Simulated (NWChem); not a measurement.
**Energy and gradient calculation of C$_{3}$H$_{7}$FSn (part 2 of 2)**

The same run, continued: C$_{3}$H$_{7}$FSn; MP2/def2-SVP, RHF, core potentials def2-SVP (NWChem 7.3.0). The geometry comes from this level: PBE0-D4/def2-TZVP.

Geometry of the input (Å):
```
F  -2.5881  -0.8278  1.1769
Sn -1.1747  0.4365  0.7933
C  0.7830  -0.4612  0.9017
C  1.0179  -0.0302  -0.5636
C  -0.3743  0.1968  -1.1947
H  -1.7247  1.8668  1.5458
H  0.6505  -1.5404  1.0056
H  1.5284  -0.1259  1.6207
H  1.6187  -0.7550  -1.1228
H  1.5735  0.9118  -0.5747
H  -0.4357  0.9907  -1.9369
H  -0.7976  -0.7171  -1.6174
```

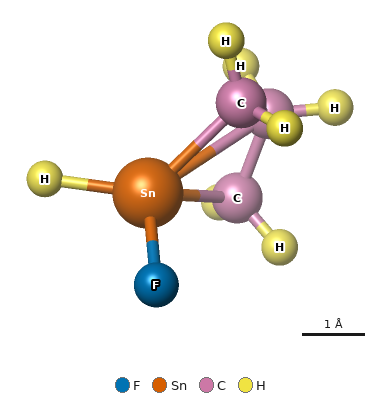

Figure 1. The structure as given in the input (ball-and-stick view, seen at a tilt). Sticks mark near contacts.

## Log, continued
```
      Superposition of Atomic Density Guess
      -------------------------------------

 Sum of atomic energies:        -464.75763902

      Non-variational initial energy
      ------------------------------

 Total energy =    -431.362720
 1-e energy   =   -1227.734800
 2-e energy   =     515.969494
 HOMO         =      -0.296381
 LUMO         =       0.012009

 Starting SCF solution at       0.6s

 ----------------------------------------------
         Quadratically convergent ROHF

 Convergence threshold     :          1.000E-08
 Maximum no. of iterations :           80
 Final Fock-matrix accuracy:          1.000E-10
 ----------------------------------------------

              iter       energy          gnorm     gmax       time
             ----- ------------------- --------- --------- --------
                 1     -430.1815392994  1.14D+00  2.84D-01      2.0
                 2     -430.2588287166  3.78D-01  1.07D-01      4.8
                 3     -430.2708032628  6.29D-02  1.38D-02      6.2
                 4     -430.2712606449  1.84D-03  6.46D-04     10.9
                 5     -430.2712611693  1.54D-06  4.05D-07     19.4
                 6     -430.2712611693  4.74D-10  9.48D-11     28.6

       Final RHF  results
       ------------------

         Total SCF energy =   -430.271261169271
      One-electron energy =  -1231.724212347734
      Two-electron energy =    521.050364775251
 Nuclear repulsion energy =    280.402586403213

        Time for solution =     28.0s

             Final eigenvalues
             -----------------

              1
    1  -26.2075
    2  -11.2433
    3  -11.2328
    4  -11.2328
    5   -5.8787
    6   -4.0702
    7   -4.0676
    8   -4.0672
    9   -1.4755
   10   -1.3383
   11   -1.3375
   12   -1.3341
   13   -1.3330
   14   -1.3228
   15   -1.0583
   16   -0.8962
   17   -0.7965
   18   -0.6699
   19   -0.6378
   20   -0.6123
   21   -0.5798
   22   -0.5792
   23   -0.5583
   24   -0.5205
   25   -0.5022
   26   -0.4864
   27   -0.3996
   28   -0.3737
   29    0.1157
   30    0.1184
   31    0.1435
   32    0.1855
   33    0.2048
   34    0.2326
   35    0.2367
   36    0.2411
   37    0.2750
   38    0.2880

 center of mass
 --------------
 x =  -1.76542280 y =   0.34483419 z =   1.09761079

 moments of inertia (a.u.)
 ------------------
         449.784210028592          -4.451025626319         225.908138037112
          -4.451025626319         895.283898406948          13.071898850295
         225.908138037112          13.071898850295         740.884899549035

  Mulliken analysis of the total density
  --------------------------------------

    Atom       Charge   Shell Charges
 -----------   ------   -------------------------------------------------------
    1 F    9     9.59   1.99  1.10  0.87  3.31  2.32  0.00
    2 Sn  22    20.88   0.42  1.60  0.88  0.19  2.76  3.25  1.23  0.31  9.79  0.45
    3 C    6     6.36   1.99  0.85  0.39  2.00  1.10  0.03
    4 C    6     6.06   1.99  0.86  0.26  2.03  0.87  0.05
    5 C    6     6.36   1.99  0.85  0.39  2.00  1.10  0.03
    6 H    1     1.16   0.68  0.47  0.01
    7 H    1     0.92   0.74  0.15  0.03
    8 H    1     0.93   0.74  0.16  0.03
    9 H    1     0.95   0.76  0.17  0.02
   10 H    1     0.95   0.76  0.17  0.02
   11 H    1     0.93   0.74  0.16  0.03
   12 H    1     0.92   0.74  0.15  0.03

       Multipole analysis of the density wrt the origin
       ------------------------------------------------

     L   x y z        total         open         nuclear
     -   - - -        -----         ----         -------
     0   0 0 0      0.000000      0.000000     56.000000

     1   1 0 0      0.929280      0.000000    -72.118747
     1   0 1 0      0.765720      0.000000      1.920151
     1   0 0 1     -0.272851      0.000000     41.244026

     2   2 0 0    -43.638151      0.000000    403.652737
     2   1 1 0     -3.341163      0.000000      4.095540
     2   1 0 1      3.130438      0.000000   -159.128454
     2   0 2 0    -37.090471      0.000000     73.720408
     2   0 1 1      1.543393      0.000000    -15.200456
     2   0 0 2    -37.342365      0.000000    198.711900

                   NWChem MP2 Semi-direct Energy/Gradient Module
                   ---------------------------------------------

                                      C3H7FSn

  Basis functions       =    117
  Molecular orbitals    =    117
  Frozen core           =      8
  Frozen virtuals       =      0
  Active alpha occupied =     20
  Active beta occupied  =     20
  Active alpha virtual  =     89
  Active beta virtual   =     89
  Use MO symmetry       = F
  Use skeleton AO sym   = F

  AO/Fock/Back tols     =   1.0D-11  1.0D-11  1.0D-11

 GA uses MA = F    GA memory limited = T

 Available:
  local mem=  1.26D+08
 global mem=  1.44D+08
 local disk=  0.00D+00
   1 passes of  20:        5242880                     709977                  60387678.
   1 passes of  20: M    126146324           G      144106714           F     120903444.

 Semi-direct pass number   1 of   1  for RHF alpha+beta  at       28.6s
 Done moints_semi at       33.4s
 Done maket at       33.8s
 Done pijab at       33.8s
 Done wijab at       33.9s
 Done lai at       34.5s
 Done nonsep at       46.5s
 Done multipass loop at       46.5s

          -------------------------------------------
          SCF energy                -430.271261169271
          Correlation energy          -0.724898273102
          Singlet pairs               -0.456394691276
          Triplet pairs               -0.268503581826
          Total MP2 energy          -430.996159442372
          -------------------------------------------

          ---------------------------------------------------
                    Spin Component Scaled (SCS) MP2
          Same spin pairs                     -0.179002387884
          Same spin scaling factor             0.333333333333
          Opposite spin pairs                 -0.545895885218
          Opposite spin scaling fact.          1.200000000000
          SCS-MP2 correlation energy          -0.714742524889
          Total SCS-MP2 energy              -430.986003694160
          ---------------------------------------------------

 Start laifock at       46.5s
 Done laifock at       48.2s
                                NWChem CPHF Module
                                ------------------

    scftype = RHF
    nclosed =   28
      nopen =    0
  variables =     2492
  tolerance =   1.0D-06
  max. iter =  100

 SCF residual:    4.7435212118820148E-010

            ----- linear solve (tol: 1.0E-06 prod-acc: 2.8E-14) -----

               iter nbas    rnorm     rnorm-scal   ratio     time
               ---- ---- ----------- ----------- --------- -------
                  1    1  4.9695E-02  3.5272E-01    0.0000    51.2
                  2    2  8.3167E-03  5.9030E-02    0.1674    52.6
                  3    3  2.0847E-03  1.4797E-02    0.2507    54.0
                  4    4  5.7035E-04  4.0482E-03    0.2736    55.4
                  5    5  1.4982E-04  1.0634E-03    0.2627    56.7
                  6    6  4.0104E-05  2.8465E-04    0.2677    58.1
                  7    7  1.0601E-05  7.5243E-05    0.2643    59.4
                  8    8  2.4807E-06  1.7607E-05    0.2340    60.6
                  9    9  7.3220E-07  5.1970E-06    0.2952    61.8
                 10   10  1.9511E-07  1.3848E-06    0.2665    62.9
                 11   11  4.5832E-08  3.2531E-07    0.2349    63.9

 CPHF converged to   3.3D-07 in   11 iters

 Start make_tot_dens at       63.9s
 Done make_tot_dens at       63.9s
                Dipole Moments (a.u.)
                --------------
         Nuclear       SCF       SCF+MP2
       ----------- ----------- -----------
 X     -72.118747    0.929280    0.832211
 Y       1.920151    0.765720    0.647761
 Z      41.244026   -0.272851   -0.256264

 MP2 RHF      natural orbital occupation numbers

              1
    1    2.0000
    2    2.0000
    3    2.0000
    4    2.0000
    5    2.0000
    6    2.0000
    7    2.0000
    8    2.0000
    9    1.9981
   10    1.9981
   11    1.9979
   12    1.9979
   13    1.9977
   14    1.9890
   15    1.9842
   16    1.9791
   17    1.9784
   18    1.9756
   19    1.9753
   20    1.9738
   21    1.9695
   22    1.9680
   23    1.9665
   24    1.9663
   25    1.9633
   26    1.9546
   27    1.9534
   28    1.9495
   29    0.0392
   30    0.0302
   31    0.0248
   32    0.0238
   33    0.0234
   34    0.0221
   35    0.0183
   36    0.0183
   37    0.0177
   38    0.0172
   39    0.0155
   40    0.0148
   41    0.0140
   42    0.0135
   43    0.0113
   44    0.0107
   45    0.0098
   46    0.0093
   47    0.0092
   48    0.0079
   49    0.0075
   50    0.0073
   51    0.0067
   52    0.0061
   53    0.0050
   54    0.0046
   55    0.0043
   56    0.0040
   57    0.0036
   58    0.0036
   59    0.0035
   60    0.0032
   61    0.0032
   62    0.0031
   63    0.0031
   64    0.0029
   65    0.0028
   66    0.0025
   67    0.0025
   68    0.0022
   69    0.0020
   70    0.0019
   71    0.0018
   72    0.0015
   73    0.0015
   74    0.0013
   75    0.0012
   76    0.0012
   77    0.0011
   78    0.0011
   79    0.0011
   80    0.0011
   81    0.0010
   82    0.0010
   83    0.0009
   84    0.0009
   85    0.0008
   86    0.0007
   87    0.0007
   88    0.0007
   89    0.0006
   90    0.0006
   91    0.0006
   92    0.0006
   93    0.0005
   94    0.0005
   95    0.0005
   96    0.0005
   97    0.0004
   98    0.0004
   99    0.0003
  100    0.0003
  101    0.0003
  102    0.0003
  103    0.0002
  104    0.0002
  105    0.0002
  106    0.0001
  107    0.0001
  108    0.0001
  109    0.0001
  110    0.0001
  111    0.0001
  112    0.0000
  113    0.0000
  114    0.0000
  115    0.0000
  116   -0.0001
  117   -0.0001

  MP2 natural orbitals output to ./run.mp2nos

                         mp2 ENERGY GRADIENTS

    atom               coordinates                        gradient
                 x          y          z           x          y          z
   1 F      -4.890800  -1.564315   2.224019    0.007083   0.006014  -0.002021
   2 Sn     -2.219861   0.824865   1.499120    0.002290  -0.008381  -0.003896
   3 C       1.479655  -0.871542   1.703966    0.001183  -0.002755   0.001278
   4 C       1.923552  -0.057070  -1.065050    0.000125   0.002595   0.000759
   5 C      -0.707324   0.371898  -2.257656   -0.000990  -0.001465  -0.002726
   6 H      -3.259210   3.527740   2.921138   -0.000978   0.000435   0.000675
   7 H       1.229267  -2.910934   1.900308    0.000570   0.006282  -0.000249
   8 H       2.888257  -0.237917   3.062679   -0.005376  -0.001606  -0.004217
   9 H       3.058899  -1.426743  -2.121784   -0.003339   0.003193   0.002842
  10 H       2.973484   1.723052  -1.086026   -0.002497  -0.005114  -0.000231
  11 H      -0.823354   1.872152  -3.660210   -0.000128  -0.004621   0.005325
  12 H      -1.507245  -1.355123  -3.056443    0.002058   0.005423   0.002460

                 ----------------------------------------
                 |  Time  |  1-e(secs)   |  2-e(secs)   |
                 ----------------------------------------
                 |  CPU   |       0.07   |       5.02   |
                 ----------------------------------------
                 |  WALL  |       0.07   |       5.02   |
                 ----------------------------------------
 -----------------------
 Task  times  cpu:       70.7s     wall:       70.7s
 Total times  cpu:       70.7s     wall:       70.7s
```

## Key numbers

- outcome: converged
- total energy: −430.996159 hartree
- SCF energy: −430.271261 hartree
- correlation energy: −0.724898 hartree
- basis functions: 117
- largest force: 0.490 eV/Å
- wall time: 71 s
- peak memory: 0.72 GiB
